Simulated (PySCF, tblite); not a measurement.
**C₂H₈BN₂Si radical: geometry, infrared bands and EPR parameters**

Wanted: the infrared bands and EPR parameters of C₂H₈BN₂Si radical (`C[Si@H]1[CH]NBN1`), by calculation.

Computed with tblite 0.8.0 and PySCF 2.14.0, with density-fitted response routines of our own, on a single molecule in the gas phase. Atoms are numbered from 0 throughout.

## 1. The molecule as given

14 atoms, charge 0, multiplicity 2; geometry from: force field or distance geometry start.

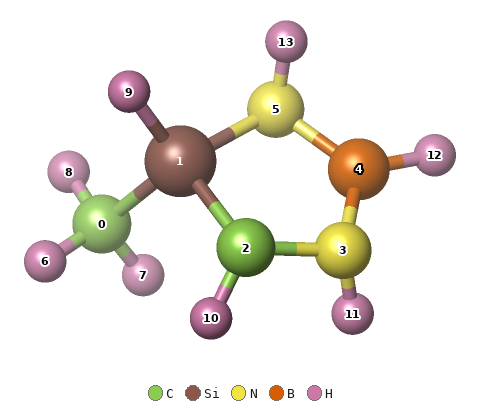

As it starts; carbon green, silicon brown, nitrogen yellow, boron orange, hydrogen pink, atoms numbered; sticks join atoms by distance.

## 2. Geometry optimisation with GFN2-xTB

What the job is given:

```
{"job": {"kind": "relax", "xc": "GFN2-xTB", "basis": "xTB"}, "charge": 0, "multiplicity": 2}
C     -1.901500     0.036200    -0.634600
Si    -0.517900     0.563300     0.480200
C      0.337100    -0.927200     1.210500
N      1.612700    -1.073500     0.519400
B      1.885600     0.176100    -0.300300
N      0.804000     1.242500    -0.471700
H     -2.695100    -0.463900    -0.039900
H     -1.517600    -0.654600    -1.400100
H     -2.334400     0.931600    -1.126400
H     -0.969100     1.492500     1.535400
H     -0.308500    -1.832800     1.095700
H      1.538600    -1.880200    -0.145300
H      2.911800     0.296300    -0.863800
H      1.153500     2.093200     0.029300
```

Launch:

```sh
OMP_NUM_THREADS=1 python probes_run.py task.json out
```

The driver reads the jobs from task.json and runs them one after another.

**Question.** This job is followed by: GFN2-xTB harmonic vibrations, gas phase; UKS B3LYP, pcH-1 on B C H N Si, non-relativistic, mean-field spin-orbit, GIAO. Predict these results of the whole session: strongest single infrared mode (GFN2-xTB); zero-point energy (GFN2-xTB); g(iso) (B3LYP); ⟨S²⟩; largest a(iso) (averaged by class); potential on the surface of density 0.002 e/bohr³, 1st and 99th percentile.

As calculated:

```
                                                                  quantity                  value
                                 strongest single infrared mode (GFN2-xTB)  2086 cm⁻¹, 401 km/mol
                                              zero-point energy (GFN2-xTB)          66.2 kcal/mol
                                                            g(iso) (B3LYP)                2.00271
                                                                      ⟨S²⟩     0.753 (exact 0.75)
                                        largest a(iso) (averaged by class)    13C on C2, 58.7 MHz
potential on the surface of density 0.002 e/bohr³, 1st and 99th percentile     -0.71 V and 1.65 V
```

In words: Relaxing lowered the energy by 2.053 eV in 67 steps; the close pair that moved most is B4–N5, from 1.529 to 1.408 Å. No mode is imaginary among the 36: a minimum at this level. The strongest single mode, at 2086 cm⁻¹, moves mainly H9. GFN2-xTB is a fitted tight-binding method: band positions and strengths are rough. Its intensities can rank the bands wrongly. Most of the unpaired spin sits on C2 (0.78 e). The isotropic g lies 0.4 ppt above the free-electron value. The conformer search found further structures of the same energy, which may be mirror or relabelled copies of this one.
